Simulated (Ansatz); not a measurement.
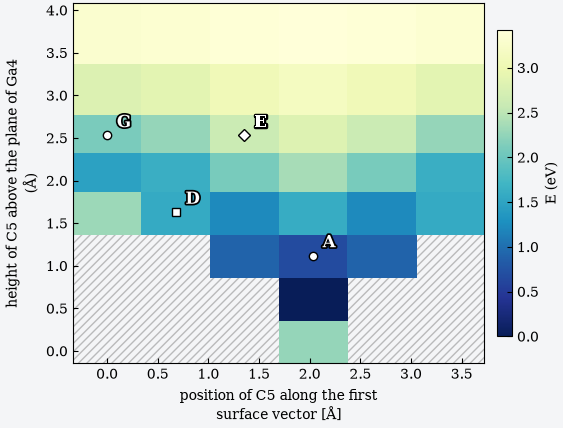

C on a GaAs(100) slab cut from the F-43m phase, its upper half relaxed before the scan (4 atoms of substrate and one adsorbate in a 1 × 1 cell). 
- C is moved along a line over the surface and along the normal, above a rigid substrate.
- First axis: position of C5 along the first surface vector, from above Ga4. Second axis: height of C5 above the plane of Ga4.
- The scan uses a 6 × 8 grid; 24 points were computed and 11 follow by symmetry. At 13 points there is no value (left out of the scan, as a rule where atoms come close).
- Points are written as (first, second).
- Energies are in eV, from the lowest grid point.
- Energies and slopes of some neighbouring points disagree (a jump in structure or state, or too coarse a mesh).
- The calculation used DFT PBE, scalar-relativistic, plane waves, PAW (Ansatz). Settings: cutoff 420 eV, k-mesh 7×7×1, gaussian smearing 0.05 eV, spin-polarised.

Drawn: one coloured cell a grid point, hatched blanks where no value was computed, lettered points.

**Is E the lowest point of the computed grid?**

No. E lies 2.62 eV above the lowest grid point, which is at (2.03 Å, 0.62 Å) [nearest 1 As at 2.03 Å].

**Rank the lettered points by energy, lowest first.**

A (0.66 eV), D (1.57 eV), G (2.11 eV), E (2.62 eV).

PAW datasets: the set soft_1.
